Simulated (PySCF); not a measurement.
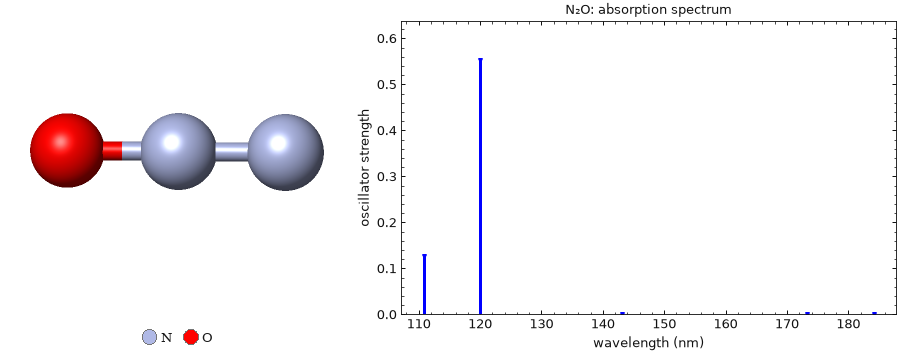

Computed absorption of N₂O, SMILES N#[N+][O-]. Vertical TDDFT excitations, PBE0/6-31+G(d) with PySCF, at a PBE0-D3(BJ)/def2-SVP geometry (no frequency check), gas phase. The lowest 10 singlet states are shown. States within 0.01 eV of each other are merged, with their strengths summed. The highest state may be half of a pair whose partner wasn't computed.

### Which of the computed transitions is the brightest, and what character does the calculation give it?

S6 at 10.34 eV (120 nm), f = 0.554, mixed, the largest part being HOMO−1 → LUMO (26 %).

### Does any vertical transition fall in the visible?

No singlet lies below 3.1 eV (beyond 400 nm), so at this level no vertical transition falls in the visible.

### Where is the lowest singlet, and is it bright?

S1 lies at 6.73 eV (184 nm) with f = 0.000, mixed, the largest part being HOMO → LUMO (48 %); it is dark or nearly so.

Note: states above the negative HOMO energy depend on the basis; core orbitals are frozen in the response.
